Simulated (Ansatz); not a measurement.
GaCuSe$_{2}$ (chalcopyrite)

```yaml
crystal:
  lattice:
    - [-2.80414, 2.80414, 5.54875]
    - [2.80414, -2.80414, 5.54875]
    - [2.80414, 2.80414, -5.54875]
  atoms:
    - { symbol: Cu, position: [0.75000, 0.25000, 0.50000] }
    - { symbol: Cu, position: [0.00000, 0.00000, 0.00000] }
    - { symbol: Ga, position: [0.25000, 0.75000, 0.50000] }
    - { symbol: Ga, position: [0.50000, 0.50000, 0.00000] }
    - { symbol: Se, position: [0.12134, 0.12500, 0.49634] }
    - { symbol: Se, position: [0.62866, 0.62500, 0.50366] }
    - { symbol: Se, position: [0.37500, 0.87866, 0.00366] }
    - { symbol: Se, position: [0.87500, 0.37134, 0.99634] }
```

E(V) scan at fixed shape, V₀ the volume above. The atoms relax within the cell's symmetry.

Calculation: r2SCAN (plane waves to 500 eV, PAW, scalar-relativistic; Ansatz, a quantum-chemistry and plane-wave program). k mesh 8×8×8 (Γ-centred), Fermi-Dirac smearing 0.05 eV. Energies are smeared free energies. With the shape held, the modulus is that of even scaling; a crystal free to change shape is softer. GaCuSe2 is run without spin polarisation. GaCuSe2 was relaxed with its symmetry unable to fall. The zero of ΔE is the relaxed starting cell.

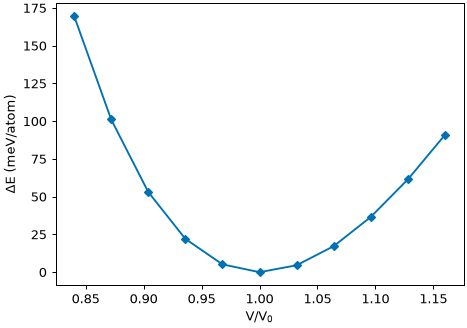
Figure: ΔE (meV/atom) against V/V₀; markers are the computed points, lines only join them.

Problem. What is ΔE at V/V₀ = 0.840?

Solution. About 170 meV/atom.

Problem. What is ΔE at V/V₀ = 1.160?

Solution. About 91 meV/atom.

Problem. What bulk modulus at fixed cell shape B₀ follows from a third-order Birch-Murnaghan fit?

Solution. About 70 GPa.

(Under strain, the slope of the energy per volume gives the stress and its curvature an elastic modulus.)
